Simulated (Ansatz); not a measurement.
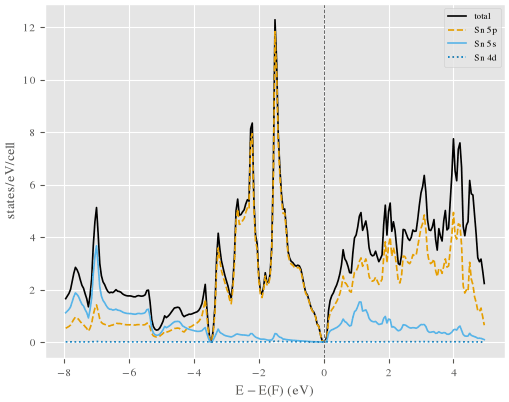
*Total and projected density of states of Sn in space group Im-3m (No. 229; Sn on 12d), PBEsol in the plane-wave PAW code Ansatz*

**Question.** Which orbitals carry the states next to the Fermi level?

**Answer.** Within 0.5 eV of the Fermi level: Sn 5p 81 %, Sn 5s 16 %. Projections are on Löwdin-orthogonalised atomic valence shells; empty p or d shells of many metals are not among them.

**Question.** Where is the tallest occupied peak in this window, and what makes it?

**Answer.** Near -1.5 eV, about 12 states/eV per cell; the largest projected share is Sn 5p.

The start of the workflow was typed in or built on a structure type; the Crystallography Open Database copy checked does not list it. It is not the phase usual at ambient conditions (space group No. 141). The PBEsol relaxation kept the symmetry of its start; its stability against distortions is not shown here. The volume moved by 32 % from the start of the relaxation. Spin–orbit coupling is left out wherever it is not named.

Potentials: the later of the program's two PAW sets.
